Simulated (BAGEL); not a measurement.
**C2H5FSi (SMILES CC[Si]F) at HF/3-21G (density fitting with qzvpp-jkfit)**

Aim: the energy change on altering one bond length of C2H5FSi at HF/3-21G (density fitting with qzvpp-jkfit), from 2 runs. 

The results are computed with BAGEL 1.2.2.

## Step 1: The system as given

The species is C2H5FSi (9 atoms), meant as a singlet with charge 0. As SMILES, `CC[Si]F`. The shape is that of a PBE0-D4/def2-TZVP optimisation. This is one conformer, not always the lowest.

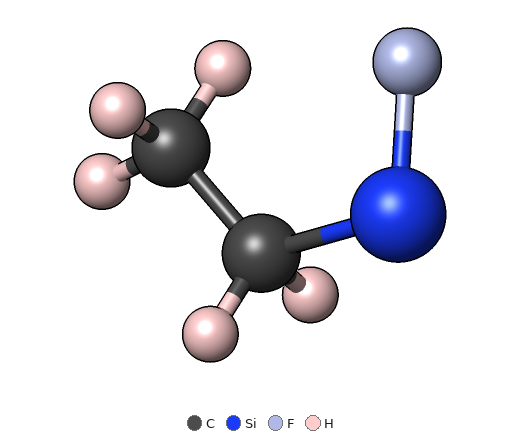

Viewed from a chosen angle; carbon dark grey, silicon blue, fluorine light blue, hydrogen pink.

## Step 2: A single-point energy at HF/3-21G (density fitting with qzvpp-jkfit)

job.json reads:

```json
{ "bagel": [

{
  "title": "molecule",
  "basis": "3-21g",
  "df_basis": "qzvpp-jkfit",
  "angstrom": "true",
  "geometry": [
    { "atom": "C", "xyz": [   -0.384800,    0.808200,   -0.298200 ] },
    { "atom": "C", "xyz": [    0.090700,   -0.249100,    0.690200 ] },
    { "atom": "Si", "xyz": [    1.193500,   -1.662100,    0.086400 ] },
    { "atom": "F", "xyz": [    0.886100,   -1.602100,   -1.503600 ] },
    { "atom": "H", "xyz": [   -0.878900,    0.351500,   -1.157400 ] },
    { "atom": "H", "xyz": [   -1.087300,    1.508200,    0.161100 ] },
    { "atom": "H", "xyz": [    0.453300,    1.392500,   -0.685300 ] },
    { "atom": "H", "xyz": [   -0.769100,   -0.791300,    1.126000 ] },
    { "atom": "H", "xyz": [    0.585000,    0.197700,    1.563800 ] }
  ]
},
{
  "title": "hf"
},
{
  "title": "print",
  "file": "orbitals.molden",
  "orbitals": "true"
}

]}
```

The run is started by

```console
BAGEL_NUM_THREADS=1 BAGEL job.json > job.out
```

Output:

```text
* using 1 threads per process

  ===============================================================
  ===============================================================

  *** Geometry ***

  { "atom" : "C", "xyz" : [     -0.727167,      1.527277,     -0.563516 ] },
  { "atom" : "C", "xyz" : [      0.171398,     -0.470731,      1.304289 ] },
  { "atom" : "Si", "xyz" : [      2.255388,     -3.140914,      0.163272 ] },
  { "atom" : "F", "xyz" : [      1.674486,     -3.027530,     -2.841392 ] },
  { "atom" : "H", "xyz" : [     -1.660880,      0.664239,     -2.187169 ] },
  { "atom" : "H", "xyz" : [     -2.054699,      2.850085,      0.304435 ] },
  { "atom" : "H", "xyz" : [      0.856613,      2.631444,     -1.295029 ] },
  { "atom" : "H", "xyz" : [     -1.453388,     -1.495340,      2.127832 ] },
  { "atom" : "H", "xyz" : [      1.105490,      0.373599,      2.955154 ] },

  Number of auxiliary basis functions:      445

  Since a DF basis is specified, we compute 2- and 3-index integrals:
    o Being stored without compression. Storage requirement is 0.009 GB

  Number of basis functions:       50
  Number of electrons      :       40

    * METHOD: MOLECULE                             0.15

  *** RHF ***

  === Nuclear Repulsion ===
   156.5007983419

      * DIIS with orbital gradients will be used.

  === RHF iteration (3-21g) ===
      0       -464.41314048          0.02490309           0.03
      1       -464.51200501          0.01372020           0.03
      2       -464.54526946          0.00162067           0.03
      3       -464.54622004          0.00052880           0.03
      4       -464.54631034          0.00012349           0.03
      5       -464.54632147          0.00002346           0.03
      6       -464.54632181          0.00000702           0.03
      7       -464.54632183          0.00000237           0.03
      8       -464.54632183          0.00000064           0.03
      9       -464.54632183          0.00000025           0.03
     10       -464.54632183          0.00000008           0.03
     11       -464.54632183          0.00000002           0.03
     12       -464.54632183          0.00000001           0.03
    * SCF iteration converged.

    * Permanent dipole moment:
           (    0.189966,    -0.331176,    -0.543614) a.u.

    * METHOD: HF                                   0.51

    * METHOD: PRINT                                0.01

  ===============================================================
```

Wall time 0.82 s (1 thread of Arm Neoverse V1, shared host); peak memory 0.083 GiB.

## Step 3: The distorted shape, same level

job.json reads:

```json
{ "bagel" : [

{
  "title" : "molecule",
  "basis" : "3-21g",
  "df_basis" : "qzvpp-jkfit",
  "angstrom" : true,
  "geometry" : [
    { "atom" : "C", "xyz" : [       0.303011,       1.241942,      -0.646825 ] },
    { "atom" : "C", "xyz" : [       0.778511,       0.184642,       0.341575 ] },
    { "atom" : "Si", "xyz" : [       1.881311,      -1.228358,      -0.262225 ] },
    { "atom" : "F", "xyz" : [       1.573911,      -1.168358,      -1.852225 ] },
    { "atom" : "H", "xyz" : [      -0.191089,       0.785242,      -1.506025 ] },
    { "atom" : "H", "xyz" : [      -0.399489,       1.941942,      -0.187525 ] },
    { "atom" : "H", "xyz" : [       1.141111,       1.826242,      -1.033925 ] },
    { "atom" : "H", "xyz" : [      -0.769100,      -0.791300,       1.126000 ] },
    { "atom" : "H", "xyz" : [       1.272811,       0.631442,       1.215175 ] }
  ]
},

{ "title" : "hf" },

{ "title" : "print", "file" : "orbitals.molden", "orbitals" : true }

]}
```

The run is started by

```console
BAGEL_NUM_THREADS=1 BAGEL job.json > job.out
```

Output:

```text
* using 1 threads per process

  ===============================================================
  ===============================================================

  *** Geometry ***

  { "atom" : "C", "xyz" : [      0.572608,      2.346930,     -1.222322 ] },
  { "atom" : "C", "xyz" : [      1.471173,      0.348923,      0.645483 ] },
  { "atom" : "Si", "xyz" : [      3.555163,     -2.321260,     -0.495533 ] },
  { "atom" : "F", "xyz" : [      2.974261,     -2.207877,     -3.500198 ] },
  { "atom" : "H", "xyz" : [     -0.361106,      1.483892,     -2.845975 ] },
  { "atom" : "H", "xyz" : [     -0.754925,      3.669739,     -0.354371 ] },
  { "atom" : "H", "xyz" : [      2.156387,      3.451097,     -1.953835 ] },
  { "atom" : "H", "xyz" : [     -1.453388,     -1.495340,      2.127832 ] },
  { "atom" : "H", "xyz" : [      2.405264,      1.193252,      2.296348 ] },

  Number of auxiliary basis functions:      445

  Since a DF basis is specified, we compute 2- and 3-index integrals:
    o Being stored without compression. Storage requirement is 0.009 GB

  Number of basis functions:       50
  Number of electrons      :       40

    * METHOD: MOLECULE                             0.15

  *** RHF ***

  === Nuclear Repulsion ===
   153.7684679574

      * DIIS with orbital gradients will be used.

  === RHF iteration (3-21g) ===
      0       -464.27807544          0.02439341           0.03
      1       -464.37612381          0.01403091           0.03
      2       -464.41168925          0.00177815           0.03
      3       -464.41314753          0.00046477           0.03
      4       -464.41324411          0.00018570           0.03
      5       -464.41326436          0.00005758           0.03
      6       -464.41326645          0.00002771           0.03
      7       -464.41326692          0.00001069           0.03
      8       -464.41326702          0.00000237           0.03
      9       -464.41326702          0.00000093           0.03
     10       -464.41326702          0.00000044           0.03
     11       -464.41326702          0.00000015           0.03
     12       -464.41326702          0.00000006           0.03
     13       -464.41326702          0.00000003           0.03
     14       -464.41326702          0.00000001           0.03
     15       -464.41326702          0.00000000           0.03
    * SCF iteration converged.

    * Permanent dipole moment:
           (   -0.059354,    -0.622606,    -0.336935) a.u.

    * METHOD: HF                                   0.61

    * METHOD: PRINT                                0.01

  ===============================================================
```

Run time: 0.95 s. Hardware: 1 thread of Arm Neoverse V1, shared host; peak memory 0.083 GiB.

## Step 4: Results

Level: HF/3-21G (density fitting with qzvpp-jkfit).

| quantity | value |
| --- | --- |
| first shape: total energy | -464.54632 Eh |
| first shape: dipole moment | 1.69 D |
| first shape: HOMO energy | -8.94 eV |
| first shape: LUMO energy | 1.31 eV |
| first shape: HOMO–LUMO gap | 10.24 eV |
| distorted shape: total energy | -464.41327 Eh |
| distorted shape: dipole moment | 1.81 D |
| distorted shape: HOMO energy | -9.12 eV |
| distorted shape: LUMO energy | 0.73 eV |
| distorted shape: HOMO–LUMO gap | 9.84 eV |
| energy change with the C2–H8 bond stretched from 1.106 to 1.991 Å | 3.621 eV |

In words: One bond (distorted shape) is far stretched, which a spin-restricted single reference describes badly; a broken-symmetry solution may lie lower. With the C2–H8 bond stretched from 1.106 to 1.991 Å the energy rises by 3.62 eV (83 kcal/mol). The first shape isn't relaxed at this level, so the change isn't measured from a minimum. A restricted reference can't describe the breaking bond well at this length.
